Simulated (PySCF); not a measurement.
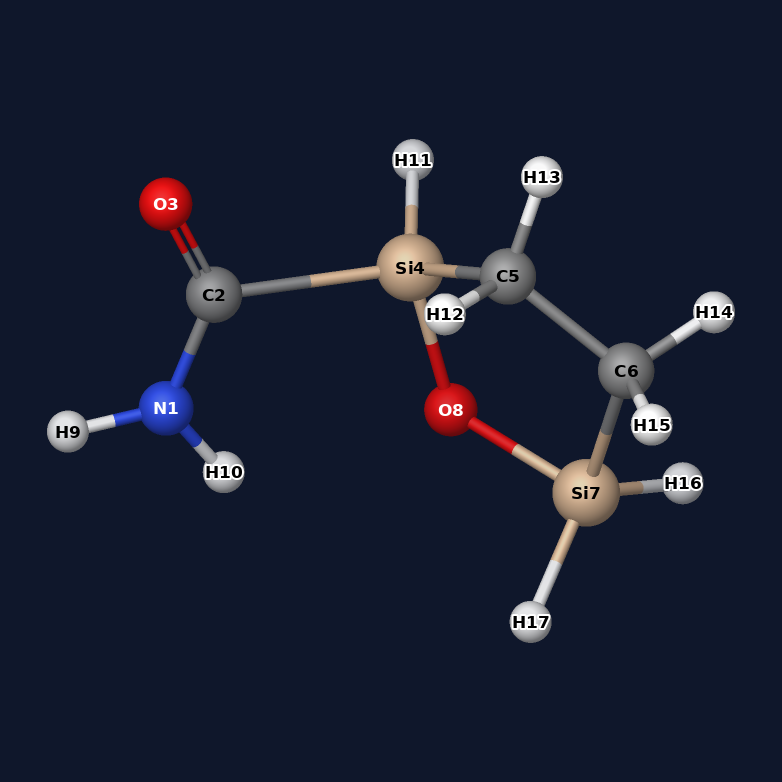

The species has charge +1 and is a spin doublet. The geometry was computed by an optimisation with GFN2-xTB. No frequency run is at hand to confirm it as a minimum. Level of theory: UKS B3LYP, pcH-1 on C H N O Si, non-relativistic (PySCF 2.14.0). Fermi-contact and spin-dipolar terms alone, no spin-orbit part.

> Which nucleus has the largest dipolar (anisotropic) hyperfine coupling?

17O at O3: principal values −169.9, 80.5, 89.4 MHz.

List the isotropic and dipolar parts for the most strongly coupled nuclei, one of each equivalent set.

```
atom  isotope  a_iso (MHz)  dipolar part (MHz)
  O3      17O        −35.6  −169.9, 80.5, 89.4
 Si4     29Si         23.8   −46.7, 22.5, 24.2
  C2      13C         60.8  −22.1, −12.7, 34.9
  O8      17O         −9.0    −20.0, 9.8, 10.2
 H10       1H         −6.9     −7.1, −2.0, 9.1
  C5      13C          6.2     −4.6, −4.2, 8.8
  N1      14N         38.5     −5.3, −3.0, 8.3
  H9       1H         41.6      −6.6, 0.1, 6.5
```

The geometry is semi-empirical. Around Si such bond lengths and angles can be off by a tenth of an ångström or more and by several degrees, and values that hang on the shape move with them.
